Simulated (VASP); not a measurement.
Band structure of SiSe2 (space group Ibam). These are PBE GGA, VASP's PBE PAW potentials (set 64) (plane waves; VASP) values and carry that method's errors.

The path is coarsely sampled, so an indirect gap can come out somewhat too large.

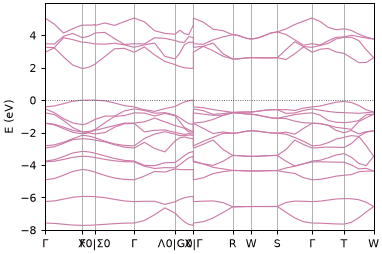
Figure: Bands along high-symmetry lines, zero at the valence-band maximum or, without a gap, the Fermi level

### Question
Read the plot: is there a gap, and where are the band edges?

### Answer
The gap is indirect, 1.95 eV, from the valence maximum at X-F0 at 0.75 to the conduction minimum at X.

The structure comes from a computed database's SiSe2 entry; how it stands against other phases isn't given here. The cell was not relaxed at this level. The k-mesh is coarse (spacing up to 0.47 per Å, 2π included), so the numbers may not be converged in it.
